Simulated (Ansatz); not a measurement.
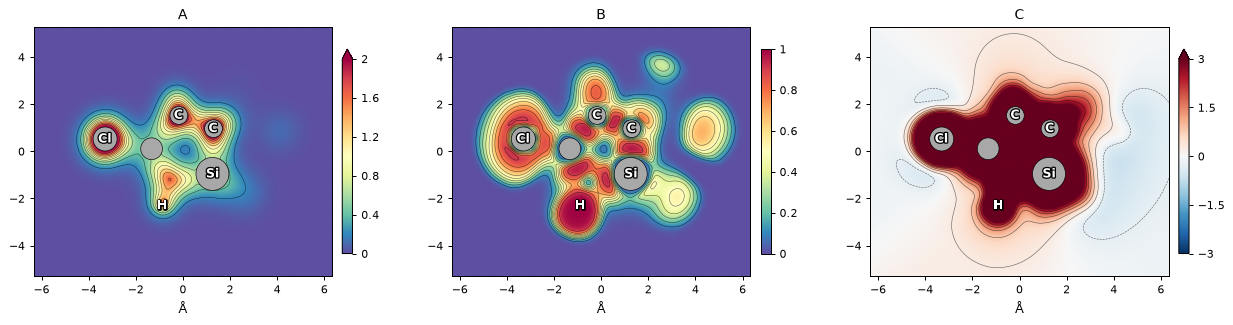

C6H12Cl4Si4: 3 fields on the plane of atoms C3, C4 and Si14, with unlabelled colour scales. Grey discs cover the atomic cores.

Geometry: r2SCAN-D4/def2-SVP.

Theory: Ansatz, isolated molecule in a Gaussian basis; Kohn-Sham density functional theory, functional PBE0.

> Match the panels to the quantities (electron density, electron localisation function and electrostatic potential).

Panel A: electron density. Panel B: electron localisation function. Panel C: electrostatic potential (strongly positive close to the atoms, with negative regions outside electron-rich atoms). From the grid: C–C (1.57 Å): ρ is about 1.4 e/Å³ halfway; the ELF peaks at about 0.95 between the atoms, as expected for a covalent bond.
